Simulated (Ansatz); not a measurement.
We consider body-centred tetragonal In, described by r²SCAN in Ansatz (PAW).

Settings: plane-wave cutoff 560 eV, 24×24×24 k mesh, Fermi–Dirac smearing 0.05 eV, scalar-relativistic PAW data made under PBE.

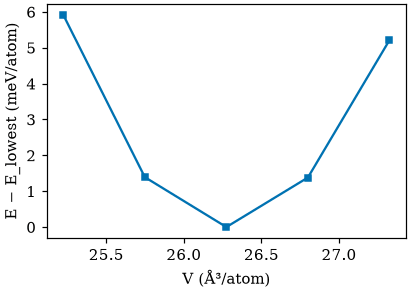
Figure: Total energy against volume

From the curve, estimate the equilibrium volume and the bulk modulus.

V0 ≈ 26.3 Å³/atom and B0 ≈ 42 GPa; the fit gives V0 = 26.264 Å³/atom, B0 = 42.3 GPa, B′ = 5.1.

Shape and atoms are relaxed at each volume.

Measured, for comparison: bulk modulus 44.7 GPa (copied from a table, unchecked, extrapolated to 0 K and zero-point effects removed; as tabulated in Lejaeghere et al. (2013), arXiv:1204.2733). Computed (rounded) less measured: bulk modulus not scored (unchecked).

Note: the bulk modulus comes from volumes at which shape and atoms were relaxed.

Spin–orbit coupling is not included.

Static lattice: no zero-point or thermal effects.

Ansatz is a quantum-chemistry and plane-wave program.
